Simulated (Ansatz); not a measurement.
**TaNH₄Cl₃OF: nudged elastic band (part 2 of 2)**

The same run, continued: TaNH₄Cl₃OF; RKS PBE/def2-SVP (Ansatz 0.2.0). It belongs to a series of runs on one base structure; here: band between the two ends.

Geometry of the input (Å):
```
Ta -0.0508  -0.1694  -0.1617
O  1.9475  -0.0647  -0.1417
H  2.5115  0.5865  0.3115
Cl -0.0100  -0.3665  2.2004
Cl -0.0914  0.3675  -2.4545
N  -0.7926  1.6240  0.1492
H  -1.0362  1.9915  1.0751
H  -1.0744  2.2654  -0.6002
Cl -1.8395  -1.6636  -0.3438
F  1.1556  -2.1883  -0.5588
H  1.9150  -1.5609  -0.4045
```

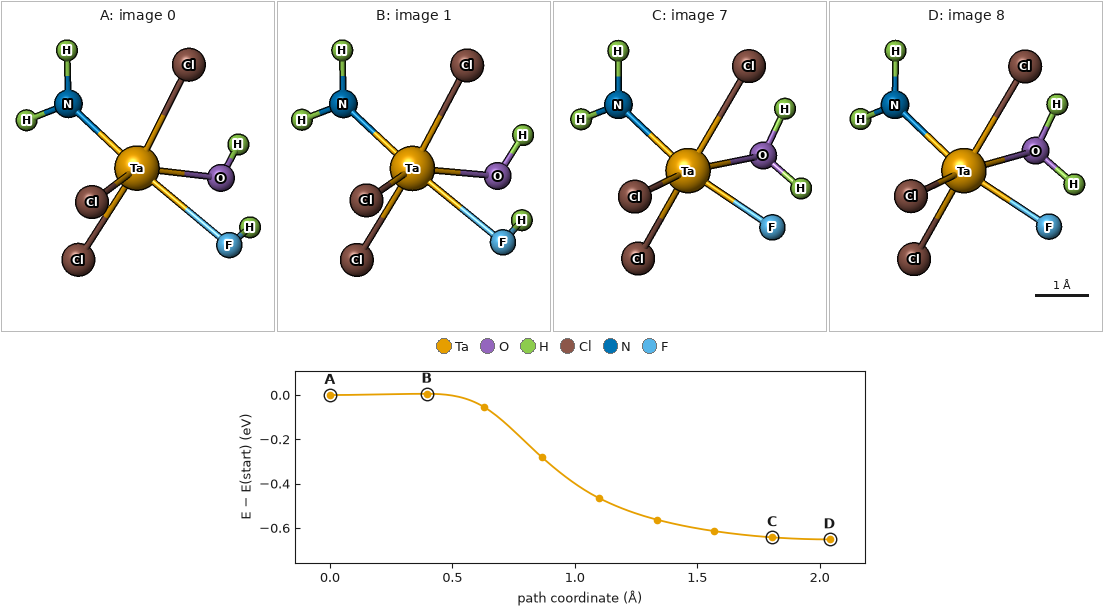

*Images of the last band (counted from 0; ball-and-stick, seen at a tilt) above the energy along the path; the line is a cubic interpolation that uses the forces.*

The highest image is number 1, 0.006 eV above the start and 0.657 eV above the end (the climbing image); the end lies 0.651 eV below the start. The path is 2.04 Å long. The band converged in 15 iterations.

```
Total energy: -45409.20367883 eV, -1668.7574557332 hartree
Atom 0 at    -0.065549    -0.189985    -0.192585 Å, force    -0.004243     0.002141    -0.001935 eV/Å
Atom 1 at     1.980256    -0.032457    -0.204141 Å, force     0.002736     0.000663     0.000335 eV/Å
Atom 2 at     2.489213     0.383839     0.515156 Å, force     0.000461     0.000088    -0.000781 eV/Å
Atom 3 at     0.109373    -0.355850     2.166845 Å, force     0.000028    -0.000475     0.000649 eV/Å
Atom 4 at    -0.101169     0.323721    -2.479348 Å, force     0.001143    -0.000278     0.001066 eV/Å
Atom 5 at    -0.813246     1.602700     0.125369 Å, force     0.000226    -0.001793     0.000808 eV/Å
Atom 6 at    -1.024626     1.982239     1.054384 Å, force     0.000184    -0.000509    -0.000217 eV/Å
Atom 7 at    -1.102459     2.249582    -0.616375 Å, force     0.000010    -0.000688    -0.000747 eV/Å
Atom 8 at    -1.875583    -1.653276    -0.283886 Å, force    -0.000593     0.000632     0.000835 eV/Å
Atom 9 at     1.142767    -2.104729    -0.591185 Å, force     0.000114     0.000669    -0.000612 eV/Å
Atom 10 at     1.895823    -1.384380    -0.423334 Å, force    -0.000064    -0.000450     0.000598 eV/Å
Dipole moment:     0.305335     0.722476     0.253572 e Å
this run last wrote the band of iteration 15 to [file]
```

The last band as extended XYZ (Å, eV, eV/Å):
```
11
Properties=species:S:1:pos:R:3:forces:R:3 image=0 energy=-45409.20918
Ta   -0.0508   -0.1694   -0.1617   -0.0063  -0.0080   0.0060
O     1.9475   -0.0647   -0.1417    0.0209   0.0075   0.0176
H     2.5115    0.5865    0.3115   -0.0160  -0.0107  -0.0180
Cl   -0.0100   -0.3665    2.2004    0.0025  -0.0015  -0.0075
Cl   -0.0914    0.3675   -2.4545   -0.0005  -0.0052   0.0035
N    -0.7926    1.6240    0.1492   -0.0041   0.0182  -0.0038
H    -1.0362    1.9915    1.0751    0.0009  -0.0061  -0.0068
H    -1.0744    2.2654   -0.6002    0.0046  -0.0102   0.0109
Cl   -1.8395   -1.6636   -0.3438    0.0042   0.0046  -0.0037
F     1.1556   -2.1883   -0.5588    0.0007   0.0102  -0.0018
H     1.9150   -1.5609   -0.4045   -0.0069   0.0012   0.0035
11
Properties=species:S:1:pos:R:3:forces:R:3 image=1 energy=-45409.20361
Ta   -0.0655   -0.1900   -0.1926   -0.0042   0.0021  -0.0019
O     1.9803   -0.0325   -0.2041    0.0027   0.0007   0.0003
H     2.4892    0.3838    0.5152    0.0005   0.0001  -0.0008
Cl    0.1094   -0.3558    2.1668    0.0000  -0.0005   0.0006
Cl   -0.1012    0.3237   -2.4793    0.0011  -0.0003   0.0011
N    -0.8132    1.6027    0.1254    0.0002  -0.0018   0.0008
H    -1.0246    1.9822    1.0544    0.0002  -0.0005  -0.0002
H    -1.1025    2.2496   -0.6164    0.0000  -0.0007  -0.0007
Cl   -1.8756   -1.6533   -0.2839   -0.0006   0.0006   0.0008
F     1.1428   -2.1047   -0.5912    0.0001   0.0007  -0.0006
H     1.8958   -1.3844   -0.4233   -0.0001  -0.0004   0.0006
11
Properties=species:S:1:pos:R:3:forces:R:3 image=2 energy=-45409.26418
Ta   -0.0929   -0.2501   -0.2071   -0.0961  -0.1675  -0.0370
O     2.0198   -0.0513   -0.2437    0.1410  -0.0764  -0.0898
H     2.5052    0.3313    0.5116    0.0431  -0.1735   0.0120
Cl    0.1354   -0.3708    2.1518    0.0434  -0.0099  -0.0402
Cl   -0.1105    0.3332   -2.4749    0.0051  -0.0028   0.0079
N    -0.8165    1.5691    0.1309    0.0051  -0.0738  -0.0278
H    -1.0190    1.9577    1.0601    0.0332  -0.0506  -0.0216
H    -1.1000    2.2335   -0.5996    0.0458  -0.0425  -0.0020
Cl   -1.9166   -1.6669   -0.2823   -0.1506  -0.0200   0.0047
F     1.0776   -2.0525   -0.5840   -0.2145   0.1363   0.0621
H     1.9523   -1.2119   -0.3918    0.1445   0.4808   0.1317
11
Properties=species:S:1:pos:R:3:forces:R:3 image=3 energy=-45409.48978
Ta   -0.1263   -0.3099   -0.2174   -0.1502  -0.2429  -0.0595
O     2.0575   -0.0266   -0.2869    0.1809   0.0468  -0.0980
H     2.5205    0.3007    0.5073    0.0463  -0.1701   0.0635
Cl    0.1770   -0.3787    2.1378    0.0846  -0.0353  -0.0589
Cl   -0.1288    0.3247   -2.4713    0.0183  -0.0266   0.0021
N    -0.8241    1.5352    0.1340   -0.0092  -0.1157  -0.0344
H    -1.0060    1.9370    1.0629    0.0606  -0.0743  -0.0341
H    -1.0992    2.2127   -0.5891    0.0762  -0.0658  -0.0032
Cl   -1.9750   -1.6766   -0.2593   -0.2947   0.0037   0.0168
F     0.9841   -2.0255   -0.5720   -0.4359   0.0966   0.0799
H     2.0552   -1.0716   -0.3752    0.4231   0.5835   0.1259
11
Properties=species:S:1:pos:R:3:forces:R:3 image=4 energy=-45409.67496
Ta   -0.1671   -0.3612   -0.2229   -0.0944  -0.1201  -0.0288
O     2.0849    0.0299   -0.3054    0.0687   0.1034  -0.0121
H     2.5161    0.3050    0.5267   -0.0186  -0.0124   0.0739
Cl    0.2185   -0.3973    2.1217    0.0712  -0.0591  -0.0375
Cl   -0.1324    0.2931   -2.4719    0.0214  -0.0594  -0.0033
N    -0.8351    1.4986    0.1294   -0.0156  -0.0655  -0.0155
H    -0.9880    1.9134    1.0572    0.0565  -0.0550  -0.0133
H    -1.0863    2.1865   -0.5918    0.0665  -0.0483  -0.0153
Cl   -2.0648   -1.6626   -0.2367   -0.2427   0.0610   0.0230
F     0.9093   -2.0175   -0.5528   -0.2047   0.0149   0.0391
H     2.1797   -0.9666   -0.3827    0.2917   0.2407  -0.0104
11
Properties=species:S:1:pos:R:3:forces:R:3 image=5 energy=-45409.77130
Ta   -0.2054   -0.3982   -0.2306   -0.0369  -0.0559  -0.0008
O     2.0861    0.0698   -0.2862   -0.0017   0.0584   0.0091
H     2.4680    0.3102    0.5817   -0.0602   0.0300   0.0502
Cl    0.2253   -0.4471    2.1075    0.0304  -0.0555  -0.0174
Cl   -0.1088    0.2550   -2.4783    0.0093  -0.0593  -0.0090
N    -0.8187    1.4787    0.1213    0.0115  -0.0410  -0.0050
H    -0.9485    1.8977    1.0502    0.0416  -0.0200  -0.0081
H    -1.0266    2.1787   -0.6012    0.0505  -0.0201  -0.0066
Cl   -2.1738   -1.5973   -0.2429   -0.1229   0.0615   0.0189
F     0.8497   -2.0327   -0.5480   -0.0632  -0.0104   0.0064
H     2.2875   -0.8932   -0.4026    0.1415   0.1123  -0.0376
11
Properties=species:S:1:pos:R:3:forces:R:3 image=6 energy=-45409.82310
Ta   -0.2324   -0.4325   -0.2326   -0.0180  -0.0292   0.0006
O     2.0615    0.1136   -0.2658   -0.0190   0.0385   0.0051
H     2.3857    0.3286    0.6330   -0.0537   0.0154   0.0295
Cl    0.2220   -0.4915    2.1032    0.0062  -0.0376  -0.0063
Cl   -0.1040    0.1870   -2.4889   -0.0042  -0.0404  -0.0069
N    -0.7878    1.4627    0.1058    0.0170  -0.0106   0.0026
H    -0.8954    1.8931    1.0320    0.0340  -0.0110  -0.0051
H    -0.9519    2.1687   -0.6217    0.0445  -0.0128  -0.0072
Cl   -2.2527   -1.5463   -0.2283   -0.0502   0.0295   0.0131
F     0.8190   -2.0537   -0.5381   -0.0183  -0.0093  -0.0019
H     2.3710   -0.8083   -0.4278    0.0617   0.0674  -0.0235
11
Properties=species:S:1:pos:R:3:forces:R:3 image=7 energy=-45409.85105
Ta   -0.2560   -0.4630   -0.2341   -0.0081  -0.0126  -0.0012
O     2.0250    0.1607   -0.2436   -0.0143   0.0197   0.0047
H     2.2932    0.3368    0.6826   -0.0288   0.0037   0.0146
Cl    0.2044   -0.5338    2.1030   -0.0011  -0.0175  -0.0015
Cl   -0.1163    0.1197   -2.5003   -0.0084  -0.0190  -0.0042
N    -0.7522    1.4494    0.0892    0.0138  -0.0094   0.0005
H    -0.8326    1.8914    1.0124    0.0188  -0.0016  -0.0031
H    -0.8563    2.1593   -0.6450    0.0285  -0.0027  -0.0035
Cl   -2.3079   -1.5186   -0.2097   -0.0169   0.0072   0.0072
F     0.8056   -2.0686   -0.5311   -0.0037  -0.0029  -0.0018
H     2.4279   -0.7118   -0.4525    0.0202   0.0352  -0.0116
11
Properties=species:S:1:pos:R:3:forces:R:3 image=8 energy=-45409.86045
Ta   -0.2788   -0.4877   -0.2376   -0.0023   0.0202   0.0075
O     1.9864    0.2064   -0.2173   -0.0082   0.0019   0.0016
H     2.2028    0.3194    0.7331    0.0031   0.0032   0.0021
Cl    0.1808   -0.5723    2.1029   -0.0017  -0.0025  -0.0053
Cl   -0.1455    0.0640   -2.5129    0.0021  -0.0008   0.0069
N    -0.7186    1.4395    0.0727    0.0037  -0.0135  -0.0055
H    -0.7696    1.8894    0.9940   -0.0008  -0.0015  -0.0003
H    -0.7398    2.1537   -0.6642    0.0004  -0.0006  -0.0013
Cl   -2.3487   -1.5069   -0.1874    0.0009  -0.0002   0.0009
F     0.8027   -2.0725   -0.5341   -0.0031  -0.0039  -0.0020
H     2.4629   -0.6116   -0.4782    0.0059  -0.0023  -0.0046
```
